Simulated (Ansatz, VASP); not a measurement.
# Cross-check of NaSrLiS2 between VASP and Ansatz

Wanted: the spread between two codes on one cell, functional and k mesh. The cell is invented: As first built, before any earlier steps moved the atoms: it takes the NaLiCdS2 structure with some of its atoms replaced by other elements, volume scaled by an estimate. It may not be a known or stable phase. The cell comes out of the VASP series on this material, whose earlier steps may have relaxed, scaled or displaced it; both programs get it as it stands.

Main program and level: Ansatz 0.2.0; plane waves, with VASP 6.6.1 beside it; relaxation of cell and atoms at PBE.

## (1) The starting structure

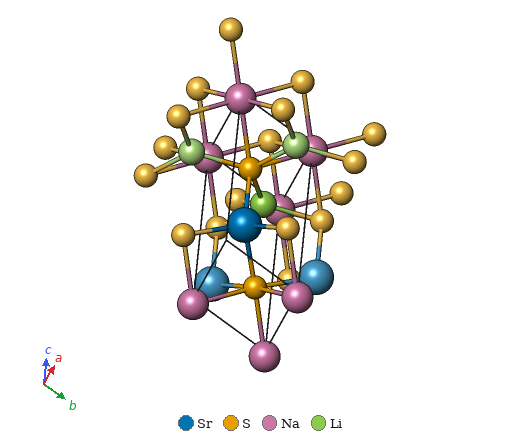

Start, viewed from a free direction; strontium blue, sulfur orange, sodium pink, lithium green. Some periodic images of atoms are drawn too.

## (2) Ansatz: relaxation of cell and atoms, PBE

Ansatz runs on its default PAW (the set named soft_2) files.

The relaxed volume is the usual yardstick between codes: its relative difference is about their pressure difference at one cell divided by the bulk modulus.

input.yaml reads:

```yaml
crystal:
  lattice:
    - [4.37410879, 0.0, 0.0]
    - [-2.1870544, 3.78808933, 0.0]
    - [0.0, 0.0, 7.48815369]
  atoms:
    - { symbol: Sr, position: [0.666666667, 0.333333333, 0.356648401] }
    - { symbol: S, position: [0.333333333, 0.666666667, 0.183575724] }
    - { symbol: S, position: [0.666666667, 0.333333333, 0.740418891] }
    - { symbol: Na, position: [0.0, 0.0, 0.965566516] }
    - { symbol: Li, position: [0.333333333, 0.666666667, 0.751218468] }
hamiltonian:
  xc: pbe
  pseudopotentials: { kind: paw }
kpoints:
  mp_grid: { grid: [6, 6, 3] }
scf:
  occupations: { method: gaussian, width: 0.05 }
relax:
  f_tol: 0.01
  max_steps: 60
  cell: { stress_tol: 0.05 }
output:
  forces: true
  stress: true
```

On the command line:

```
> ansatz run input.yaml --threads 4 --pin off --max-ram 9216MiB --backend cpu --events-out ev --progress --plain --runs-dir out
```

Numbers of over 12 decimals in the logs are rounded to 6 here.

What it wrote:

```text
Engine: ansatz 0.2.0, aarch64-unknown-linux-gnu
Pseudopotentials: kind: paw
Pseudopotential: Sr, paw, valence charge 10, recommended cutoff 420 eV (normal), Sr.paw.azcp
Pseudopotential: S, paw, valence charge 6, recommended cutoff 420 eV (normal), S.paw.azcp
Pseudopotential: Na, paw, valence charge 9, recommended cutoff 420 eV (normal), Na.paw.azcp
Pseudopotential: Li, paw, valence charge 3, recommended cutoff 420 eV (normal), Li.paw.azcp
Functional definition: PBE
  parameter kappa = 0.804
  parameter beta = 0.066725
  exchange = pbe_x(kappa = kappa, mu = beta*pi^2/3)
  correlation = pbe_c(beta = beta)
Crystal: 5 atoms, lattice volume = 124.075 Å³
Basis set: ecut = 420 eV, 2455 PW (Γ), exchange–correlation on 60×60×108 points (8 copies of the dense FFT grid, shifted against one another)
Bands: 22, of which v1, the nominal top of the filled ones, is band 17 counted from 1 (16 counted from 0)
Symmetry: 6 space group operations
Space group: P3m1 (ITA 156), of the structure as read, at distance tolerance 5.0e-5 Å
k-points: 17 of 108 (time reversal used)
Non-local potential: Sr, projectors of the file, l = 0: 3, l = 1: 2, l = 2: 2
Non-local potential: S, projectors of the file, l = 0: 2, l = 1: 2, l = 2: 2
Non-local potential: Na, projectors of the file, l = 0: 3, l = 1: 2, l = 2: 1
Non-local potential: Li, projectors of the file, l = 0: 3, l = 1: 2, l = 2: 1
PAW form: soft (Blöchl's): semilocal exchange-correlation on the pseudo side does not see the compensation charge
PAW one-centre angular grid: Sr, 110 points (default); XC on 64 Gauss nodes
PAW one-centre angular grid: S, 110 points (default); XC on 64 Gauss nodes
PAW one-centre angular grid: Na, 110 points (default); XC on 64 Gauss nodes
PAW one-centre angular grid: Li, 110 points (default); XC on 64 Gauss nodes
Initial density: superposition of atomic densities (neutral atoms: chi_scale 0, normalization atom), corrected by the library's trained network
Initial wavefunctions: pseudopotential atomic-orbital guess
Functional: x = pbe(κ = 0.804, μ = 0.219515), c = pbe(β = 0.066725)
SCF iter   1: F=—  HF=-7046.624343 eV  |F-HF|=—  |Δ(HF+E_count)|=         —  Δρ=8.66e-4  dr2=2.18e-3  ethr=1.77e-3  ⟨swp⟩=10.6  Hψ=2443  notcnv=0
preconditioner: auto → Resta (q_TF=auto, 2.199 Å⁻¹)  ε∞=2.8  [insulator: Δε(μ)=2.648 eV  Ē_g=11.678 eV  σ=0.050 eV  W_gap=1.00  n_scr=22 (ndim 8)  ℏωp=15.6 eV  f_vac=0.031  D(μ)=0.00/eV (n_scr^D=0)  ε∞_Penn≈2.8]
SCF iter   2: F=—  HF=-7046.625215 eV  |F-HF|=—  |Δ(HF+E_count)|=   8.72e-4  Δρ=4.64e-4  dr2=4.73e-4  ethr=6.42e-6  ⟨swp⟩=2.7  Hψ=775  notcnv=0  defer=2
SCF iter   3: F=—  HF=-7046.625302 eV  |F-HF|=—  |Δ(HF+E_count)|=   8.70e-5  Δρ=1.38e-4  dr2=4.99e-5  ethr=1.39e-6  ⟨swp⟩=2.0  Hψ=457  notcnv=0  defer=2
SCF iter   4: F=—  HF=-7046.625342 eV  |F-HF|=—  |Δ(HF+E_count)|=   4.00e-5  Δρ=4.46e-5  dr2=3.90e-6  ethr=1.47e-7  ⟨swp⟩=2.0  Hψ=460  notcnv=0  defer=2
SCF iter   5: F=—  HF=-7046.625343 eV  |F-HF|=—  |Δ(HF+E_count)|=   1.49e-6  Δρ=1.47e-5  dr2=4.75e-7  ethr=1.15e-8  ⟨swp⟩=2.0  Hψ=490  notcnv=0  defer=2
SCF iter   6: F=-7046.625344 eV  HF=-7046.625344 eV  |F-HF|=3.86e-8  |Δ(HF+E_count)|=   4.31e-7  Δρ=4.11e-6  dr2=3.87e-8  ethr=2.94e-10  ⟨swp⟩=5.0  Hψ=1425  notcnv=0
SCF 1 converged in 6 iterations: F = -7046.625344 eV  dr2 = 3.87e-8
  greatest PAW one-centre occupation: 1.000 electrons in one spin orbital (limit 2), on the Li atom at site 4 (counted from 0), in its partial waves of l = 0
relax step   1: F+E_penalty+E_count = -7046.62534377 eV  Δ(F+E_penalty+E_count) = +0.000e0 eV  max|allowed force component| = 2.832e-2 eV/Å  Δτ_max = 0.0000 Å  P = -0.110 GPa  Ω = 124.075 Å³  (6 SCF iters, dr2 threshold 1.00e-7 eV, accepted)
[...]
relax step   2: F+E_penalty+E_count = -7046.62566188 eV  Δ(F+E_penalty+E_count) = -3.181e-4 eV  max|allowed force component| = 1.900e-2 eV/Å  Δτ_max = 0.0066 Å  P = +0.022 GPa  Ω = 123.636 Å³  energy of the carried Pulay correction = +5.885e-6 eV  (5 SCF iters, dr2 threshold 5.01e-8 eV, accepted)
[...]
relax step   3: F+E_penalty+E_count = -7046.62573283 eV  Δ(F+E_penalty+E_count) = -7.096e-5 eV  max|allowed force component| = 7.901e-3 eV/Å  Δτ_max = 0.0068 Å  P = +0.011 GPa  Ω = 123.555 Å³  energy of the carried Pulay correction = +6.975e-6 eV  (5 SCF iters, dr2 threshold 2.26e-8 eV, accepted)
[...]
relax step   4: F+E_penalty+E_count = -7046.62572758 eV  Δ(F+E_penalty+E_count) = +5.252e-6 eV  max|allowed force component| = 7.911e-3 eV/Å  Δτ_max = 0.0000 Å  P = +0.011 GPa  Ω = 123.555 Å³  stress off target by 1.56e-2 GPa  SCF on the basis re-selected at this cell (its energy is not comparable with the rows above)  (5 SCF iters)
basis re-selected at this cell: Δ(F+E_penalty+E_count) = +5.252e-6 eV, ΔP = +0.000 GPa vs the last step (what re-selecting the basis moved, of the pressure what is left beyond the Pulay correction that the steps carried, after the strain that the cell walked since its last selection, with what the two solves' SCF thresholds leave and, on support functions, any second-order correction that the steps lacked; it is no m [...]
SCF converged after 5 iterations
Free energy (F): -7046.625728 eV
Harris-Foulkes:  -7046.625728 eV  (|F-HF|=1.46e-11)
Internal energy: -7046.625728 eV  (E = F + TS)
E sigma→0 (E₀):  -7046.625728 eV
Fermi energy:    4.529069 eV
--- Per-component energies (eV) ---
  E_band       = -426.226669
  E_kinetic    = 603.388762
  E_local      = -2527.858873  (includes V_loc(G=0)·N_el)
  E_nonlocal   = 340.518317
  E_hartree    = 832.211476
  E_xc         = -419.447696
  E_vxc        = -403.629379  (∫ρ·V_xc dr)
  E_paw        = -4179.461030  (= ΣΔE_a)
  E_vpaw       = -103.068422  (= ΣTr[D̂ρ^β])
  E_aug_tail   = 0.000001  (compensation charges beyond the density's cutoff)
  E_ewald      = -1695.976684
  E_smearing   = -0.000000  (= −TS)
  E_closure    = -0.000000  (closes the sum)
  Σ components = -7046.625728   (vs F -7046.625728, Δ=0.00e0)
--- Forces (eV/Å), atoms counted from 1 ---
  atom   1  Sr    -0.00000000    -0.00000000     0.00529575
  atom   2  S     -0.00000000    -0.00000000     0.00427795
  atom   3  S     -0.00000000     0.00000000    -0.00791098
  atom   4  Na     0.00000000     0.00000000    -0.00501079
  atom   5  Li     0.00000000     0.00000000     0.00334655
  max |Σ_I F_I| component: 1.50e-6 eV/Å
--- Stress (GPa, compression-positive) ---
        0.008194       0.000000       0.000000
        0.000000       0.008194      -0.000000
        0.000000      -0.000000       0.015650
  P = ⅓ Tr σ = 0.0107 GPa (0.107 kbar)
--- Relaxed structure (3 steps of the walk, 3 accepted, 1 SCFs on fresh bases) ---
  F+E_penalty+E_count = -7046.62572758 eV   max|allowed force component| = 7.911e-3 eV/Å   (the final SCF, on the basis selected at the relaxed cell)
  cell:  # Å, volume = 123.5553 Å³
    - [4.365832, 2.8812890060769454e-9, -3.227296512755495e-19]
    - [-2.182916, 3.780921, 0]
    - [-5.524895114663327e-19, -3.18979968655672e-19, 7.485084]
  atoms:
    - { symbol: Sr, position: [0.666667, 0.333333, 0.356806] }
    - { symbol: S, position: [0.333333, 0.666667, 0.182393] }
    - { symbol: S, position: [0.666667, 0.333333, 0.739747] }
    - { symbol: Na, position: [0, 0, 0.966912] }
    - { symbol: Li, position: [0.333333, 0.666667, 0.751569] }
```

Elapsed: 4.1 s, on 4 threads of Arm Neoverse V2, shared host; peak memory 0.39 GiB.

## (3) VASP: relaxation of cell and atoms, PBE

The same cell, functional, mesh and smearing now go to VASP, with its own data sets and cutoff.

Lines of VASP's logs that name or quote its potential files are left out, and so is its time.

INCAR reads:

```
SYSTEM = NaSrLiS2
PREC = Accurate
ENCUT = 650
EDIFF = 1E-06
NELM = 100
ISMEAR = 0
SIGMA = 0.05
LREAL = .FALSE.
ALGO = Normal
GGA = PE
NBANDS = 22
LORBIT = 11
LWAVE = .FALSE.
LCHARG = .FALSE.
KPAR = 2
IBRION = 2
NSW = 60
ISIF = 3
EDIFFG = -0.01
```

POSCAR reads:

```
NaSrLiS2
1.0
    4.3741087900      0.0000000000      0.0000000000
   -2.1870544000      3.7880893300      0.0000000000
    0.0000000000      0.0000000000      7.4881536900
Sr S Na Li
1 2 1 1
Direct
    0.6666666670      0.3333333330      0.3566484010
    0.3333333330      0.6666666670      0.1835757240
    0.6666666670      0.3333333330      0.7404188910
    0.0000000000      0.0000000000      0.9655665160
    0.3333333330      0.6666666670      0.7512184680
```

KPOINTS reads:

```
Automatic mesh
0
Gamma
6 6 3
0 0 0
```

The projector-augmented-wave data sets are Sr_sv, S, Na_pv and Li_sv (PBE family, release 64).

On the command line:

```
> mpirun -np 2 vasp_std
```

What it wrote:

```text
[banner, memory and clock lines left out]
running    2 mpi-ranks, on    1 nodes
 distrk:  each k-point on    1 cores,    2 groups
 distr:  one band on    1 cores,    1 groups

 POSCAR found type information on POSCAR SrS NaLi
 POSCAR found :  4 types and       5 ions
 LDA part: xc-table for (Slater+PW92), standard interpolation
 POSCAR, INCAR and KPOINTS ok, starting setup
 FFT: planning ... GRIDC
 FFT: planning ... GRID_SOFT
 FFT: planning ... GRID
 WAVECAR not read
 entering main loop
       N       E                     dE             d eps       ncg     rms          rms(c)
DAV:   1     0.262474913429E+03    0.26247E+03   -0.15253E+04   748   0.165E+03
DAV:   2     0.101943231223E+02   -0.25228E+03   -0.23512E+03   792   0.369E+02
DAV:   3    -0.195385309975E+02   -0.29733E+02   -0.29323E+02  1230   0.107E+02
DAV:   4    -0.214356402830E+02   -0.18971E+01   -0.18861E+01  1234   0.245E+01
DAV:   5    -0.216012801858E+02   -0.16564E+00   -0.16562E+00  1198   0.495E+00    0.170E+01
DAV:   6    -0.202969180197E+02    0.13044E+01   -0.26852E+00   962   0.682E+00    0.117E+01
DAV:   7    -0.202390227841E+02    0.57895E-01   -0.11349E+00  1096   0.468E+00    0.383E+00
DAV:   8    -0.202297999637E+02    0.92228E-02   -0.24972E-01   954   0.222E+00    0.709E-01
DAV:   9    -0.202288444711E+02    0.95549E-03   -0.15870E-02   952   0.625E-01    0.275E-01
DAV:  10    -0.202307543494E+02   -0.19099E-02   -0.21542E-03   868   0.245E-01    0.114E-01
DAV:  11    -0.202314539321E+02   -0.69958E-03   -0.67115E-04  1048   0.142E-01    0.687E-02
DAV:  12    -0.202316137464E+02   -0.15981E-03   -0.24208E-04   944   0.737E-02    0.226E-02
DAV:  13    -0.202316391655E+02   -0.25419E-04   -0.34296E-05  1030   0.280E-02    0.969E-03
DAV:  14    -0.202316440057E+02   -0.48402E-05   -0.59389E-06   784   0.110E-02    0.436E-03
DAV:  15    -0.202316458731E+02   -0.18674E-05   -0.16536E-06   768   0.672E-03    0.292E-03
DAV:  16    -0.202316461236E+02   -0.25050E-06   -0.31200E-07   632   0.348E-03
   1 F= -.20231646E+02 E0= -.20231646E+02  d E =-.202316E+02
[...]
2 F= -.20231768E+02 E0= -.20231768E+02  d E =-.122253E-03
[...]
3 F= -.20231875E+02 E0= -.20231875E+02  d E =-.229218E-03
[...]
4 F= -.20231968E+02 E0= -.20231968E+02  d E =-.924964E-04
[...]
5 F= -.20231995E+02 E0= -.20231995E+02  d E =-.120101E-03
 curvature:  -2.14 expect dE=-0.542E-04 dE for cont linesearch -0.175E-07
 trial: gam= 0.27369 g(F)=  0.191E-04 g(S)=  0.631E-05 ort = 0.112E-05 (trialstep = 0.160E+01)
 search vector abs. value=  0.374E-04
 bond charge predicted
       N       E                     dE             d eps       ncg     rms          rms(c)
DAV:   1    -0.202320480885E+02   -0.52058E-04   -0.11947E-02   772   0.751E-01    0.572E-02
DAV:   2    -0.202320381898E+02    0.98987E-05   -0.31381E-04   976   0.124E-01    0.275E-02
DAV:   3    -0.202320263559E+02    0.11834E-04   -0.27530E-05  1078   0.376E-02    0.124E-02
DAV:   4    -0.202320257128E+02    0.64313E-06   -0.40308E-06  1090   0.121E-02
   6 F= -.20232026E+02 E0= -.20232026E+02  d E =-.302701E-04
 trial-energy change:   -0.000030  1 .order   -0.000027   -0.000041   -0.000013
 step:   2.3724(harm=  2.3724)  dis= 0.00172  next Energy=   -20.232026 (dE=-0.305E-04)
 reached required accuracy - stopping structural energy minimisation
```

OUTCAR, selected parts (step 3):

```text
ion  position               nearest neighbor table
   1  0.667  0.333  0.357-   2 2.84   2 2.84   2 2.84   3 2.87   4 3.87   4 3.87   4 3.87
   2  0.333  0.667  0.184-   1 2.84   1 2.84   1 2.84
   3  0.667  0.333  0.740-   5 2.53   5 2.53   5 2.53   1 2.87
   4  0.000  0.000  0.966-   1 3.87   1 3.87   1 3.87
   5  0.333  0.667  0.751-   3 2.53   3 2.53   3 2.53

  LATTYP: Found a hexagonal cell.
 ALAT       =     4.3741087900
 C/A-ratio  =     1.7119267146

 Subroutine GETGRP returns: Found  6 space group operations
 (whereof  6 operations were pure point group operations)

The static configuration has the point symmetry C_3v.

 Found     17 irreducible k-points:

   k-points           NKPTS =     17   k-points in BZ     NKDIM =     17   number of bands    NBANDS=     22

   dimension x,y,z NGX =    36 NGY =   36 NGZ =   64
   dimension x,y,z NGXF=    72 NGYF=   72 NGZF=  128

   ENCUT  =  650.0 eV  47.77 Ry    6.91 a.u.   9.09  9.09 15.57*2*pi/ulx,y,z

   NELECT =      32.0000    total number of electrons

 k-points in reciprocal lattice and weights: Automatic mesh
   0.00000000  0.00000000  0.00000000       0.009
   0.16666667  0.00000000  0.00000000       0.056
   0.33333333  0.00000000  0.00000000       0.056
   0.50000000  0.00000000  0.00000000       0.028
   0.16666667  0.16666667  0.00000000       0.056
   0.33333333  0.16666667  0.00000000       0.111
   0.33333333  0.33333333  0.00000000       0.019
   0.00000000  0.00000000  0.33333333       0.019
   0.16666667  0.00000000  0.33333333       0.056
[...]
-0.16666667  0.50000000  0.33333333       0.111
   0.33333333  0.33333333  0.33333333       0.037

 average (electrostatic) potential at core
       1 -38.7322       2 -88.4393       3 -88.1760       4 -47.3127       5 -62.8705

 E-fermi :   1.0142

 k-point     1 :       0.0000    0.0000    0.0000
  band No.  band energies     occupation
    ...
     12       0.1039      2.00000
     13       0.1039      2.00000
     14       0.5164      2.00000
     15       0.7274      2.00000
     16       0.7274      2.00000
     17       3.4298      0.00000
     18       5.7785      0.00000
     19       6.0439      0.00000
     20       6.0439      0.00000
     21       7.0673      0.00000
    ...

 k-point     2 :       0.1667    0.0000    0.0000
  band No.  band energies     occupation
    ...
     12      -0.2295      2.00000
     13       0.1084      2.00000
     14       0.2318      2.00000
     15       0.5566      2.00000
     16       0.5957      2.00000
     17       4.1045      0.00000
     18       5.3465      0.00000
     19       5.9265      0.00000
     20       6.1192      0.00000
     21       6.8584      0.00000
    ...

 k-point     3 :       0.3333    0.0000    0.0000
  band No.  band energies     occupation
    ...
     12      -0.5046      2.00000
     13      -0.3768      2.00000
     14       0.1034      2.00000
     15       0.3639      2.00000
     16       0.5394      2.00000
     17       4.5204      0.00000
     18       5.0248      0.00000
     19       5.9357      0.00000
     20       6.6164      0.00000
     21       7.0370      0.00000
    ...

  Total        0.0082222      0.0082222      0.0118264     -0.0000000     -0.0000000      0.0000000
  in kB        0.1064849      0.1064849      0.1531625     -0.0000000     -0.0000000      0.0000000
  external PRESSURE =       0.1220441 kB  Pullay stress =       0.0000000 kB

  energy-cutoff  :      650.00
  volume of cell :      123.71
      direct lattice vectors                 reciprocal lattice vectors
     4.366098326  0.000000000 -0.000000000     0.229037444  0.132234830  0.000000000
    -2.183049168  3.781152064  0.000000000    -0.000000000  0.264469660  0.000000000
    -0.000000000 -0.000000000  7.493663760     0.000000000 -0.000000000  0.133446073

 POSITION                                       TOTAL-FORCE (eV/Angst)
 -----------------------------------------------------------------------------------
      2.18305      1.26038      2.67626         0.000000      0.000000     -0.003211
     -0.00000      2.52077      1.36505        -0.000000     -0.000000      0.002538
      2.18305      1.26038      5.54578         0.000000      0.000000     -0.008403
     -0.00000     -0.00000      7.24302        -0.000000     -0.000000      0.003711
     -0.00000      2.52077      5.63161        -0.000000     -0.000000      0.005365
 -----------------------------------------------------------------------------------
    total drift:                               -0.000001      0.000001     -0.001270

  FREE ENERGIE OF THE ION-ELECTRON SYSTEM (eV)
  ---------------------------------------------------
  free  energy   TOTEN  =       -20.2320257128 eV

  energy  without entropy=      -20.2320257128  energy(sigma->0) =      -20.23202571

 reached required accuracy - stopping structural energy minimisation

 total charge
# of ion       s       p       d       tot
------------------------------------------
    1        2.022   5.781   0.239   8.042
    2        1.319   2.449   0.000   3.768
    3        1.312   2.428   0.000   3.740
    4        0.050   5.979   0.000   6.030
    5        2.017   0.045   0.000   2.062
--------------------------------------------------
tot          6.721  16.681   0.239  23.641

[... 3 further parts left out ...]
```

CONTCAR:

```
NaSrLiS2
   1.00000000000000
     4.3660983257175934    0.0000000000105723   -0.0000000000000000
    -2.1830491678404842    3.7811520644358478    0.0000000000000000
    -0.0000000000000000   -0.0000000000000000    7.4936637595816267
  Sr              S               Na              Li
     1     2     1     1
Direct
     0.6666666670000012    0.3333333329999988    0.3571367486318947
     0.3333333329999988    0.6666666670000012    0.1821602463614260
     0.6666666670000012    0.3333333329999988    0.7400622896033661
     0.0000000000000000    0.0000000000000000    0.9665531349416473
     0.3333333329999988    0.6666666670000012    0.7515155804616649
```

## (4) Side by side

Known differences besides the PAW data sets themselves: both relaxations stop at a tolerance, which leaves soft axes loose, and VASP keeps its plane-wave basis; the data sets hold 34 valence electrons in Ansatz (default PAW (the set named soft_2) files) and 32 in VASP; the cutoff is 420 eV in Ansatz and 650 eV in VASP; VASP leaves aspherical gradient terms in its spheres out (LASPH is not set), Ansatz keeps them; Ansatz adds a Pulay correction to the stress that steers its cell, VASP none. Total energies have different zeros and are not compared.

The two programs side by side:

```tsv
quantity	Ansatz	VASP	difference
volume (Å³)	123.56	123.71	-0.13 %
edge a after relaxation, in the typed setting (Å)	4.366	4.366	-0.01 %
edge c after relaxation, in the typed setting (Å)	7.485	7.494	-0.11 %
```

The walks stopped with 0.01 GPa left in Ansatz and 0.01 GPa in VASP; each walk ends within a tolerance, so the volume difference is uncertain by about these residues over the bulk modulus, most in soft cells.

## (5) Summary of results

```json
{
 "difference in volume (relaxation of cell and atoms, PBE)": "-0.13 %"
}
```

**Reading.** The difference in volume is -0.13 % (relaxation of cell and atoms, PBE), within the 1.2 % picked in this series as the mark of a large difference, as far as the stopping tolerances let one tell. Differences of this kind measure data sets and numerical settings, not the functional's error against experiment.

[Lines on the potential files, build, host, timing and source positions are cut from VASP's logs without a mark.]

[Logs are printed without paths, hosts, clocks, repeated set-up lines and the standing remarks that a program may print on its own settings, such as how far it seeks lower states.]

[Hosts, paths, dates, database ids (printed as entryN), source tags and the programs' standing remarks are cut or masked in the printed files.]
